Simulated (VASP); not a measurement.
Band structure of ZrN (rock salt). Level of theory: PW91 GGA, VASP's PBE PAW potentials (set 64) (plane waves; VASP).

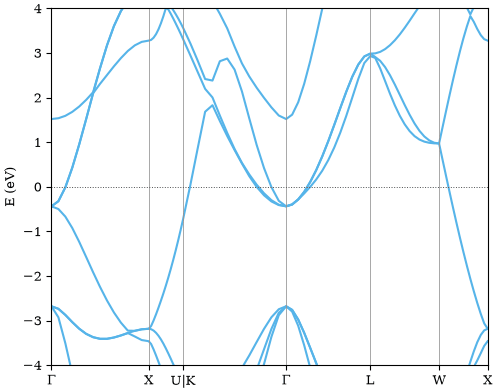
Figure. Bands along high-symmetry lines, zero at the valence-band maximum or, without a gap, the Fermi level

Question: Read the plot: is there a gap, and where are the band edges?

Answer: It has no gap at this level: it comes out as a metal or semimetal. (Edges off the drawn lines would not show.)

The compound is ZrN in the rock salt structure. It was relaxed first. The electron count is odd and the run is not spin-polarised, which forces a metal.
